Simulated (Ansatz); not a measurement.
**Map of one atom of the cell for SrTiO3 (cubic perovskite)**

Starting cell, SrTiO3 (cubic perovskite):

```yaml
crystal:
  lattice:
    - [3.93647, 0.00000, 0.00000]
    - [0.00000, 3.93647, 0.00000]
    - [0.00000, 0.00000, 3.93647]
  atoms:
    - { symbol: Sr, position: [0.00000, 0.00000, 0.00000] }
    - { symbol: Ti, position: [0.50000, 0.50000, 0.50000] }
    - { symbol: O, position: [0.00000, 0.50000, 0.50000] }
    - { symbol: O, position: [0.50000, 0.50000, 0.00000] }
    - { symbol: O, position: [0.50000, 0.00000, 0.50000] }
```

Two-dimensional scan of atom 1 (Sr, nearest neighbour O at 2.784 Å; its periodic images, 3.9 Å or more away, move with it): u runs along (1.000, 0.000, 0.000), v along (0.000, 1.000, 0.000) (Cartesian). Cell and other atoms are fixed.

Computed with PBE (plane waves to 420 eV, PAW, scalar-relativistic; Ansatz, a quantum-chemistry and plane-wave program). k mesh 7×7×7 (Γ-centred), Fermi-Dirac smearing 0.05 eV. Energies are smeared free energies. Points where atoms come too close for the PAW data are left out (x in tables, blank in figures). SrTiO3 is run without spin polarisation. SrTiO3 was relaxed with its symmetry unable to fall. ΔE is measured from the undisplaced structure. Axes are in Å.

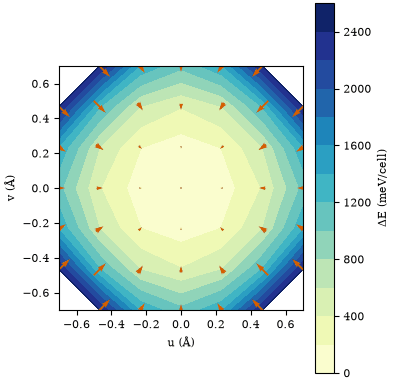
Figure. ΔE (meV/cell) over the plane, with arrows for the in-plane force on the moved atom.

Centre of the map: a minimum. Lowest place on the grid: u = 0.000 Å, v = 0.000 Å (0 meV/cell). Principal force constants in the plane (five-point differences of the forces): 3.3 eV/Å², isotropic.

(A displaced cell: forces are minus the slopes of the energy, force constants its curvatures, and phonons follow from these.)
